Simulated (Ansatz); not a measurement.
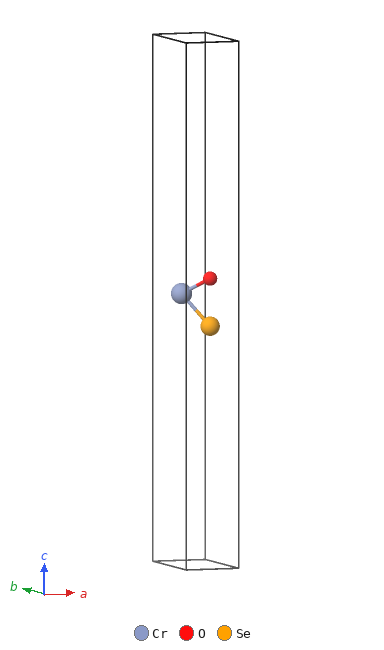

Structure drawing (ball-and-stick), viewed from the side at a slight tilt. The lines enclose the simulation cell; boundary atoms appear with their images.

CrSeO, a = 2.92 Å, b = 2.92 Å, c = 29.64 Å, α = 90.00°, β = 90.00°, γ = 120.00°.

The calculation used DFT, PBE0, plane waves, PAW in Ansatz, with a 420 eV plane-wave basis, k-mesh 9×9×1, Fermi-Dirac smearing of 0.02 eV, no spin polarisation (a spin-restricted run, not always the ground state).

Question: Does it come out as a metal, or with a gap?

Answer: A semiconductor at this level, with a gap of 0.70 eV, indirect; the smallest direct gap is 2.23 eV.

Provenance: a structure type filled with these elements by a generator (whether the compound takes this form wasn't checked). Earlier steps of the study, as a rule a relaxation of our own, may have changed the cell and positions, so they can lie some per cent off the listed ones. It was the input of a calculation with Ansatz.

At this level of theory the run's own cell isn't at rest (forces up to 0.9 eV/Å), so its distances can differ from those at equilibrium, the more so the softer the solid.
